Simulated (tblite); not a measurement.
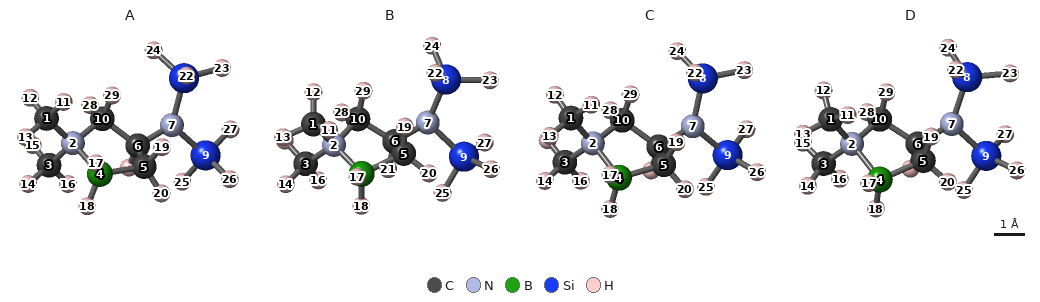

4 geometries from one relaxation of C$_{5}$H$_{19}$BN$_{2}$Si$_{2}$, in shuffled order. The picture is a ball-and-stick view, seen at a tilt.

Level of theory: GFN2-xTB geometry optimisation, gas phase (tblite 0.8.0). 

Order the frames from highest to lowest energy.

Answer. B, D, C, A. They are steps 0, 19, 60, 139, at +33.2 kcal/mol, +4.97 kcal/mol, +0.74 kcal/mol relative to the last. The energy falls by 33.2 kcal/mol in 139 geometry steps. H11 moves most after the best rigid fit: 1.05 Å. Largest moves by element: H 1.05 Å, C 0.44 Å, B 0.33 Å, N 0.21 Å, Si 0.13 Å. Near-neighbour distances that change, for instance: N2–B4 1.529 → 1.682 Å, C6–C10 1.469 → 1.527 Å, C6–N7 1.406 → 1.455 Å, N7–Si9 1.784 → 1.739 Å. Among the angles between lasting bonds that change: B4–C5–C6 95.7° → 105.0°, H19–C5–H20 116.0° → 106.7°, N2–B4–H17 115.9° → 106.9°. Groups turn about C1–N2 by about 45°, B4–C5 by about 30°, N2–B4 by about 25°. The run took 1.6 s on 1 thread of Intel(R) Xeon(R) 6975P-C, on a shared host.
